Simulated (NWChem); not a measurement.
Run report: BHBr, energy and gradient calculation (part 2 of 2)

The same run, continued: BHBr, multiplicity 2, SMILES [BH]Br; HF/def2-SVP, UHF (NWChem 7.3.0). The geometry comes from this level: PBE0-D4/def2-TZVP.

Geometry of the input (Å):
```
B  -0.0945  -0.5230  -0.1157
Br 1.1810  0.5632  0.7098
H  -1.0974  -0.1050  -0.6073
```

### The program's output, continued
```
 Vector   22  Occ=0.000000D+00  E= 5.127795D-02
              MO Center=  1.0D-02, -4.3D-01, -4.8D-02, r^2= 2.8D+00
   Bfn.  Coefficient  Atom+Function         Bfn.  Coefficient  Atom+Function
  ----- ------------  ---------------      ----- ------------  ---------------
     9      0.634923  1 B  pz                 6     -0.381586  1 B  pz
    31     -0.353035  2 Br pz                 7     -0.343985  1 B  px
     4      0.206734  1 B  px                29      0.191266  2 Br px

 Vector   23  Occ=0.000000D+00  E= 2.166119D-01
              MO Center=  1.1D-01, -2.4D-01,  2.9D-02, r^2= 4.3D+00
   Bfn.  Coefficient  Atom+Function         Bfn.  Coefficient  Atom+Function
  ----- ------------  ---------------      ----- ------------  ---------------
     3      1.553793  1 B  s                 19     -1.489454  2 Br s
     8      1.028799  1 B  py                 7      0.993378  1 B  px
    29      0.823064  2 Br px                 9      0.665547  1 B  pz
    30      0.635390  2 Br py                31      0.524573  2 Br pz
    18     -0.307357  2 Br s                 17      0.242449  2 Br s

 Vector   24  Occ=0.000000D+00  E= 2.710699D-01
              MO Center= -5.4D-01, -3.7D-01, -3.4D-01, r^2= 4.3D+00
   Bfn.  Coefficient  Atom+Function         Bfn.  Coefficient  Atom+Function
  ----- ------------  ---------------      ----- ------------  ---------------
    48     -3.226460  3 H  s                  3      2.934423  1 B  s
     7     -1.745891  1 B  px                 9     -0.855267  1 B  pz
     8      0.731965  1 B  py                 2     -0.361720  1 B  s
    30     -0.355163  2 Br py                 4      0.203046  1 B  px
    29      0.201844  2 Br px

 Vector   25  Occ=0.000000D+00  E= 2.868216D-01
              MO Center=  5.4D-02, -2.5D-01, -1.8D-03, r^2= 3.9D+00
   Bfn.  Coefficient  Atom+Function         Bfn.  Coefficient  Atom+Function
  ----- ------------  ---------------      ----- ------------  ---------------
     2      1.474703  1 B  s                  3     -1.092020  1 B  s
    48     -0.930075  3 H  s                  7     -0.698540  1 B  px
    19      0.518366  2 Br s                  9     -0.384923  1 B  pz
     1      0.247231  1 B  s

 Vector   26  Occ=0.000000D+00  E= 3.792664D-01
              MO Center= -3.2D-01, -3.7D-01, -2.2D-01, r^2= 3.9D+00
   Bfn.  Coefficient  Atom+Function         Bfn.  Coefficient  Atom+Function
  ----- ------------  ---------------      ----- ------------  ---------------
     7      0.929576  1 B  px                 4      0.665824  1 B  px
     9      0.515165  1 B  pz                19     -0.441590  2 Br s
     6      0.377449  1 B  pz                47      0.291720  3 H  s
    48     -0.207562  3 H  s                 42     -0.184739  2 Br d -2
    29     -0.174302  2 Br px                 2      0.160457  1 B  s

 Vector   27  Occ=0.000000D+00  E= 4.108016D-01
              MO Center=  7.9D-02, -8.4D-01, -6.1D-02, r^2= 3.5D+00
   Bfn.  Coefficient  Atom+Function         Bfn.  Coefficient  Atom+Function
  ----- ------------  ---------------      ----- ------------  ---------------
     8      1.193913  1 B  py                 5      0.892895  1 B  py
     7     -0.508470  1 B  px                48     -0.354724  3 H  s
     2      0.283644  1 B  s                 30     -0.261406  2 Br py

 Vector   28  Occ=0.000000D+00  E= 4.660812D-01
              MO Center= -1.0D-01, -5.3D-01, -1.2D-01, r^2= 2.9D+00
   Bfn.  Coefficient  Atom+Function         Bfn.  Coefficient  Atom+Function
  ----- ------------  ---------------      ----- ------------  ---------------
     9      0.927440  1 B  pz                 6      0.904811  1 B  pz
     7     -0.502464  1 B  px                 4     -0.490204  1 B  px

 Vector   29  Occ=0.000000D+00  E= 5.889149D-01
              MO Center=  1.3D+00,  6.8D-01,  7.9D-01, r^2= 3.2D+00
   Bfn.  Coefficient  Atom+Function         Bfn.  Coefficient  Atom+Function
  ----- ------------  ---------------      ----- ------------  ---------------
    19      3.234901  2 Br s                 18     -2.232320  2 Br s
     3     -1.487130  1 B  s                  7     -0.614452  1 B  px
     8     -0.606649  1 B  py                17      0.561895  2 Br s
     9     -0.407995  1 B  pz                26     -0.278160  2 Br px
    29     -0.238188  2 Br px                27     -0.232807  2 Br py

 Vector   30  Occ=0.000000D+00  E= 6.787535D-01
              MO Center=  6.9D-01,  2.7D-01,  4.1D-01, r^2= 2.9D+00
   Bfn.  Coefficient  Atom+Function         Bfn.  Coefficient  Atom+Function
  ----- ------------  ---------------      ----- ------------  ---------------
    48      1.725285  3 H  s                  3     -1.413376  1 B  s
     7      0.742467  1 B  px                46      0.513282  2 Br d  2
    45     -0.443832  2 Br d  1               8     -0.416975  1 B  py
    47     -0.393742  3 H  s                 42     -0.365101  2 Br d -2
     9      0.350631  1 B  pz                27      0.273811  2 Br py

 Vector   31  Occ=0.000000D+00  E= 7.048911D-01
              MO Center=  9.4D-01,  3.7D-01,  5.5D-01, r^2= 2.0D+00
   Bfn.  Coefficient  Atom+Function         Bfn.  Coefficient  Atom+Function
  ----- ------------  ---------------      ----- ------------  ---------------
    44      0.539939  2 Br d  0              43      0.479961  2 Br d -1
    42     -0.337501  2 Br d -2               6     -0.328043  1 B  pz
    45     -0.288016  2 Br d  1              31      0.259388  2 Br pz
    28     -0.242624  2 Br pz                46     -0.183346  2 Br d  2
     4      0.177726  1 B  px                12     -0.165464  1 B  d  0

                     UHF Final Beta Molecular Orbital Analysis
                     -----------------------------------------

 Vector   11  Occ=1.000000D+00  E=-3.203393D+00
              MO Center=  1.2D+00,  5.6D-01,  7.1D-01, r^2= 1.2D-01
   Bfn.  Coefficient  Atom+Function         Bfn.  Coefficient  Atom+Function
  ----- ------------  ---------------      ----- ------------  ---------------
    32      0.510104  2 Br d -2              35     -0.504692  2 Br d  1
    33      0.366543  2 Br d -1              34     -0.261497  2 Br d  0
    37      0.159802  2 Br d -2              40     -0.157976  2 Br d  1

 Vector   12  Occ=1.000000D+00  E=-3.201712D+00
              MO Center=  1.2D+00,  5.6D-01,  7.1D-01, r^2= 1.2D-01
   Bfn.  Coefficient  Atom+Function         Bfn.  Coefficient  Atom+Function
  ----- ------------  ---------------      ----- ------------  ---------------
    34      0.567230  2 Br d  0              33      0.392375  2 Br d -1
    35     -0.328130  2 Br d  1              32     -0.297128  2 Br d -2
    36     -0.220305  2 Br d  2              39      0.177104  2 Br d  0

 Vector   13  Occ=1.000000D+00  E=-3.199328D+00
              MO Center=  1.2D+00,  5.6D-01,  7.1D-01, r^2= 1.2D-01
   Bfn.  Coefficient  Atom+Function         Bfn.  Coefficient  Atom+Function
  ----- ------------  ---------------      ----- ------------  ---------------
    36      0.721633  2 Br d  2              35     -0.332994  2 Br d  1
    41      0.225085  2 Br d  2              33     -0.196962  2 Br d -1
    32     -0.183805  2 Br d -2

 Vector   14  Occ=1.000000D+00  E=-3.195187D+00
              MO Center=  1.2D+00,  5.6D-01,  7.1D-01, r^2= 1.2D-01
   Bfn.  Coefficient  Atom+Function         Bfn.  Coefficient  Atom+Function
  ----- ------------  ---------------      ----- ------------  ---------------
    33      0.616083  2 Br d -1              35      0.332642  2 Br d  1
    36      0.298325  2 Br d  2              32     -0.272425  2 Br d -2
    34     -0.260500  2 Br d  0              38      0.191540  2 Br d -1

 Vector   15  Occ=1.000000D+00  E=-3.194966D+00
              MO Center=  1.2D+00,  5.6D-01,  7.1D-01, r^2= 1.2D-01
   Bfn.  Coefficient  Atom+Function         Bfn.  Coefficient  Atom+Function
  ----- ------------  ---------------      ----- ------------  ---------------
    32      0.513721  2 Br d -2              34      0.496364  2 Br d  0
    35      0.369431  2 Br d  1              36      0.245934  2 Br d  2
    37      0.159802  2 Br d -2              39      0.154280  2 Br d  0

 Vector   16  Occ=1.000000D+00  E=-1.037325D+00
              MO Center=  1.0D+00,  4.3D-01,  6.0D-01, r^2= 1.0D+00
   Bfn.  Coefficient  Atom+Function         Bfn.  Coefficient  Atom+Function
  ----- ------------  ---------------      ----- ------------  ---------------
    18      0.778169  2 Br s                 17     -0.587816  2 Br s
    19      0.318864  2 Br s

 Vector   17  Occ=1.000000D+00  E=-6.399763D-01
              MO Center= -1.0D-01,  3.4D-02, -5.0D-02, r^2= 2.3D+00
   Bfn.  Coefficient  Atom+Function         Bfn.  Coefficient  Atom+Function
  ----- ------------  ---------------      ----- ------------  ---------------
     2      0.407349  1 B  s                 47      0.311315  3 H  s
    18     -0.234994  2 Br s                  1      0.195511  1 B  s
    26     -0.186869  2 Br px                17      0.164359  2 Br s
    29     -0.162728  2 Br px

 Vector   18  Occ=1.000000D+00  E=-5.205931D-01
              MO Center=  4.3D-01,  2.1D-01,  2.6D-01, r^2= 2.6D+00
   Bfn.  Coefficient  Atom+Function         Bfn.  Coefficient  Atom+Function
  ----- ------------  ---------------      ----- ------------  ---------------
     4      0.313124  1 B  px                27      0.299466  2 Br py
    30      0.282731  2 Br py                47      0.253600  3 H  s
    26      0.213885  2 Br px                24     -0.199609  2 Br py
    29      0.196602  2 Br px                 6      0.175450  1 B  pz
    28      0.152950  2 Br pz

 Vector   19  Occ=1.000000D+00  E=-4.497238D-01
              MO Center=  1.1D+00,  4.8D-01,  6.4D-01, r^2= 1.6D+00
   Bfn.  Coefficient  Atom+Function         Bfn.  Coefficient  Atom+Function
  ----- ------------  ---------------      ----- ------------  ---------------
    31      0.507221  2 Br pz                28      0.446591  2 Br pz
    25     -0.295825  2 Br pz                29     -0.274800  2 Br px
    26     -0.241952  2 Br px                23      0.160270  2 Br px

 Vector   20  Occ=1.000000D+00  E=-4.338135D-01
              MO Center=  1.0D+00,  4.5D-01,  6.2D-01, r^2= 1.8D+00
   Bfn.  Coefficient  Atom+Function         Bfn.  Coefficient  Atom+Function
  ----- ------------  ---------------      ----- ------------  ---------------
    30      0.430308  2 Br py                27      0.371054  2 Br py
    29     -0.370617  2 Br px                26     -0.330732  2 Br px
    24     -0.245706  2 Br py                23      0.217626  2 Br px

 Vector   21  Occ=0.000000D+00  E= 8.372285D-02
              MO Center= -1.6D-02, -4.3D-01, -6.2D-02, r^2= 2.9D+00
   Bfn.  Coefficient  Atom+Function         Bfn.  Coefficient  Atom+Function
  ----- ------------  ---------------      ----- ------------  ---------------
     9      0.668435  1 B  pz                 7     -0.362141  1 B  px
     6     -0.347376  1 B  pz                31     -0.341805  2 Br pz
     4      0.188200  1 B  px                29      0.185181  2 Br px

 Vector   22  Occ=0.000000D+00  E= 8.495002D-02
              MO Center=  5.9D-02, -1.1D+00, -9.8D-02, r^2= 2.5D+00
   Bfn.  Coefficient  Atom+Function         Bfn.  Coefficient  Atom+Function
  ----- ------------  ---------------      ----- ------------  ---------------
     3      0.837094  1 B  s                  8     -0.476963  1 B  py
    48     -0.372311  3 H  s                 30      0.299928  2 Br py
     5      0.283225  1 B  py

 Vector   23  Occ=0.000000D+00  E= 2.327945D-01
              MO Center= -2.1D-02, -4.5D-02, -1.7D-02, r^2= 4.3D+00
   Bfn.  Coefficient  Atom+Function         Bfn.  Coefficient  Atom+Function
  ----- ------------  ---------------      ----- ------------  ---------------
     3      2.175147  1 B  s                 19     -1.441627  2 Br s
     8      1.222503  1 B  py                48     -0.911667  3 H  s
    29      0.845918  2 Br px                 7      0.559772  1 B  px
    30      0.530455  2 Br py                31      0.523965  2 Br pz
     9      0.454610  1 B  pz                18     -0.315159  2 Br s

 Vector   24  Occ=0.000000D+00  E= 2.997101D-01
              MO Center= -3.3D-01, -4.8D-01, -2.4D-01, r^2= 4.4D+00
   Bfn.  Coefficient  Atom+Function         Bfn.  Coefficient  Atom+Function
  ----- ------------  ---------------      ----- ------------  ---------------
    48      2.958113  3 H  s                  7      1.956098  1 B  px
     3     -1.116854  1 B  s                  9      1.024471  1 B  pz
     2     -0.690933  1 B  s                 19     -0.659631  2 Br s
    30      0.443840  2 Br py                 8     -0.285099  1 B  py
     5      0.178449  1 B  py

 Vector   25  Occ=0.000000D+00  E= 3.034018D-01
              MO Center=  1.2D-02, -2.0D-02,  4.5D-03, r^2= 3.9D+00
   Bfn.  Coefficient  Atom+Function         Bfn.  Coefficient  Atom+Function
  ----- ------------  ---------------      ----- ------------  ---------------
     3      2.403213  1 B  s                 48     -1.485699  3 H  s
     2     -1.296699  1 B  s                  7     -0.946195  1 B  px
     8      0.607574  1 B  py                 9     -0.437410  1 B  pz
    30     -0.364502  2 Br py                 1     -0.213462  1 B  s
    42     -0.153936  2 Br d -2

 Vector   26  Occ=0.000000D+00  E= 3.890116D-01
              MO Center= -3.2D-01, -2.9D-01, -2.1D-01, r^2= 3.9D+00
   Bfn.  Coefficient  Atom+Function         Bfn.  Coefficient  Atom+Function
  ----- ------------  ---------------      ----- ------------  ---------------
     7      0.802498  1 B  px                 4      0.672379  1 B  px
     9      0.442641  1 B  pz                 6      0.377683  1 B  pz
    48     -0.379078  3 H  s                 19     -0.360315  2 Br s
    47      0.308059  3 H  s                 29     -0.192560  2 Br px
    42     -0.186391  2 Br d -2

 Vector   27  Occ=0.000000D+00  E= 4.831756D-01
              MO Center= -7.7D-02, -5.1D-01, -1.0D-01, r^2= 2.9D+00
   Bfn.  Coefficient  Atom+Function         Bfn.  Coefficient  Atom+Function
  ----- ------------  ---------------      ----- ------------  ---------------
     6      0.905382  1 B  pz                 9      0.901844  1 B  pz
     4     -0.490513  1 B  px                 7     -0.488597  1 B  px
    44      0.160546  2 Br d  0

 Vector   28  Occ=0.000000D+00  E= 5.109350D-01
              MO Center=  1.0D-01, -9.5D-01, -6.1D-02, r^2= 2.6D+00
   Bfn.  Coefficient  Atom+Function         Bfn.  Coefficient  Atom+Function
  ----- ------------  ---------------      ----- ------------  ---------------
     8      1.012602  1 B  py                 5      0.957798  1 B  py
     2      0.594996  1 B  s                  7     -0.441703  1 B  px
    48     -0.351372  3 H  s                  3     -0.154295  1 B  s

 Vector   29  Occ=0.000000D+00  E= 5.923183D-01
              MO Center=  1.3D+00,  6.6D-01,  7.8D-01, r^2= 3.3D+00
   Bfn.  Coefficient  Atom+Function         Bfn.  Coefficient  Atom+Function
  ----- ------------  ---------------      ----- ------------  ---------------
    19      3.269507  2 Br s                 18     -2.230750  2 Br s
     3     -1.507454  1 B  s                  7     -0.658745  1 B  px
     8     -0.603915  1 B  py                17      0.558875  2 Br s
     9     -0.431653  1 B  pz                26     -0.277768  2 Br px
    29     -0.246337  2 Br px                 2      0.240732  1 B  s

 Vector   30  Occ=0.000000D+00  E= 6.990218D-01
              MO Center=  7.7D-01,  2.8D-01,  4.5D-01, r^2= 2.7D+00
   Bfn.  Coefficient  Atom+Function         Bfn.  Coefficient  Atom+Function
  ----- ------------  ---------------      ----- ------------  ---------------
    48      1.394338  3 H  s                  3     -1.221719  1 B  s
     7      0.545606  1 B  px                45     -0.503692  2 Br d  1
    42     -0.446459  2 Br d -2              47     -0.391500  3 H  s
    46      0.386985  2 Br d  2               2      0.296759  1 B  s
    27      0.289953  2 Br py                 8     -0.264965  1 B  py

 Vector   31  Occ=0.000000D+00  E= 7.134797D-01
              MO Center=  9.1D-01,  3.7D-01,  5.4D-01, r^2= 2.0D+00
   Bfn.  Coefficient  Atom+Function         Bfn.  Coefficient  Atom+Function
  ----- ------------  ---------------      ----- ------------  ---------------
    44      0.520984  2 Br d  0              43      0.504671  2 Br d -1
     6     -0.359516  1 B  pz                42     -0.346993  2 Br d -2
    45     -0.268408  2 Br d  1              31      0.263872  2 Br pz
    28     -0.254245  2 Br pz                 4      0.194777  1 B  px
    46     -0.166620  2 Br d  2              12     -0.163810  1 B  d  0

 center of mass
 --------------
 x =   1.89592105 y =   0.80464410 z =   1.12723161

 moments of inertia (a.u.)
 ------------------
          70.614537896212         -51.931248461603         -45.585586491493
         -51.931248461603         101.095560448087         -33.308926716899
         -45.585586491493         -33.308926716899         114.068886677729

  Mulliken analysis of the total density
  --------------------------------------

    Atom       Charge   Shell Charges
 -----------   ------   -------------------------------------------------------
    1 B    5     4.80   1.99  0.88  0.23  1.26  0.38  0.06
    2 Br  35    35.15   2.00  2.00  2.00  1.34  0.59  6.00  5.99  2.33  2.87  8.23  1.73  0.08
    3 H    1     1.05   0.74  0.29  0.02

  Mulliken analysis of the alpha density
  --------------------------------------

    Atom       Charge   Shell Charges
 -----------   ------   -------------------------------------------------------
    1 B    5     2.89   1.00  0.53  0.18  0.86  0.29  0.03
    2 Br  35    17.58   1.00  1.00  1.00  0.67  0.29  3.00  2.99  1.18  1.43  4.11  0.87  0.04
    3 H    1     0.53   0.38  0.14  0.01

   Mulliken analysis of the beta density
   -------------------------------------

    Atom       Charge   Shell Charges
 -----------   ------   -------------------------------------------------------
    1 B    5     1.91   1.00  0.35  0.05  0.40  0.09  0.03
    2 Br  35    17.57   1.00  1.00  1.00  0.67  0.30  3.00  2.99  1.15  1.44  4.11  0.87  0.03
    3 H    1     0.52   0.36  0.15  0.01

   Mulliken analysis of the spin density
   -------------------------------------

    Atom       Charge   Shell Charges
 -----------   ------   -------------------------------------------------------
    1 B    5     0.98   0.00  0.18  0.13  0.46  0.20 -0.00
    2 Br  35     0.01   0.00  0.00  0.00  0.00 -0.01  0.00  0.00  0.02 -0.02 -0.00  0.00  0.01
    3 H    1     0.01   0.02 -0.01  0.00

       Multipole analysis of the density wrt the origin
       ------------------------------------------------

     L   x y z        total         alpha         beta         nuclear
     -   - - -        -----         -----         ----         -------
     0   0 0 0     -0.000000    -21.000000    -20.000000     41.000000

     1   1 0 0     -0.199846    -37.715046    -37.629943     75.145143
     1   0 1 0      0.030757    -15.140667    -16.938800     32.110224
     1   0 0 1     -0.104464    -22.317027    -22.493062     44.705626

     2   2 0 0    -18.787761    -99.545000    -98.030142    178.787381
     2   1 1 0      0.354993    -42.062412    -42.010471     84.427876
     2   1 0 1     -0.368803    -53.950167    -53.767337    107.348701
     2   0 2 0    -19.635883    -34.992424    -29.212015     44.568555
     2   0 1 1     -0.006944    -25.937797    -25.342130     51.272983
     2   0 0 2    -18.226800    -42.057753    -40.695705     64.526658

                              NWChem Gradients Module
                              -----------------------

                                   BBrH gradient

  wavefunction    =   UHF

                         UHF ENERGY GRADIENTS

    atom               coordinates                        gradient
                 x          y          z           x          y          z
   1 B      -0.178579  -0.988327  -0.218641    0.007507   0.005822   0.004788
   2 Br      2.231766   1.064294   1.341328   -0.007465  -0.006129  -0.004803
   3 H      -2.073785  -0.198421  -1.147631   -0.000042   0.000307   0.000015

                 ----------------------------------------
                 |  Time  |  1-e(secs)   |  2-e(secs)   |
                 ----------------------------------------
                 |  CPU   |       0.00   |       1.31   |
                 ----------------------------------------
                 |  WALL  |       0.00   |       1.31   |
                 ----------------------------------------

 Task  times  cpu:        7.1s     wall:        7.1s
 Total times  cpu:        7.1s     wall:        7.1s
```

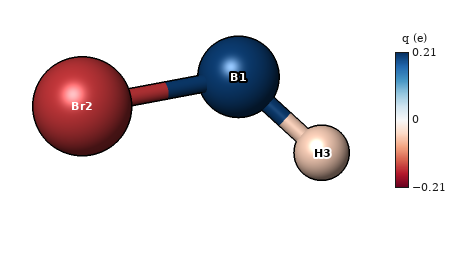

Mulliken charges, as the colour of each atom (ball-and-stick view, seen at a tilt; atoms are numbered from 1 in the order of the input). By element: B +0.20, Br −0.15 and H −0.05 e.
